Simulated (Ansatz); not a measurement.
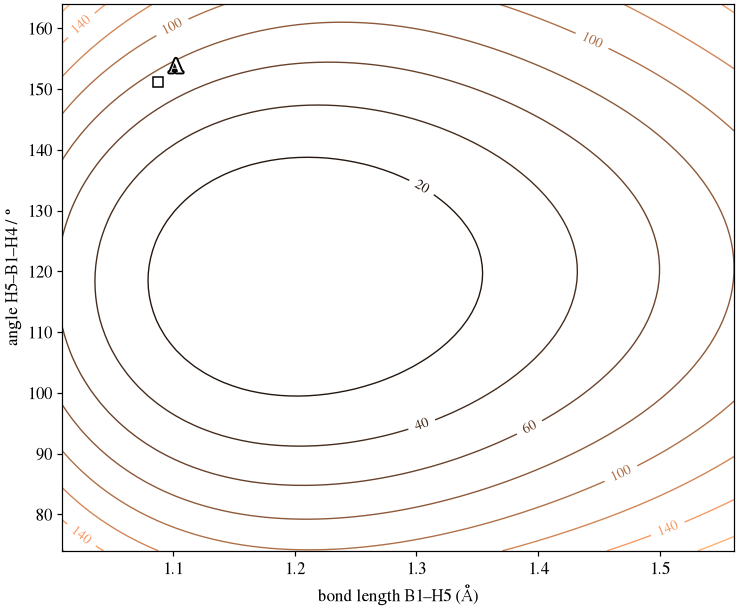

CH₂BSi, SMILES BC#[Si], spin multiplicity 2. Coordinates scanned: (1) bond length B1–H5; (2) angle H5–B1–H4. Nothing is relaxed (all other coordinates rigid). Grid: 15 × 15 points. Points are written as (first, second). Energies are in kJ/mol, from the relaxed molecule at the same level. The calculation used UKS PBE0-D4/def2-TZVP in Ansatz.

In the figure: contour lines labelled in kJ/mol, the point A. Between grid points the surface is interpolated.

### Is A at rest? If not, where is it pushed?

A, at (1.088 Å, 151.2°), is not a stationary point. The computed force is 380 kJ/mol for each Å towards larger values of bond length B1–H5 and 3.2 kJ/mol for each degree towards smaller values of angle H5–B1–H4.
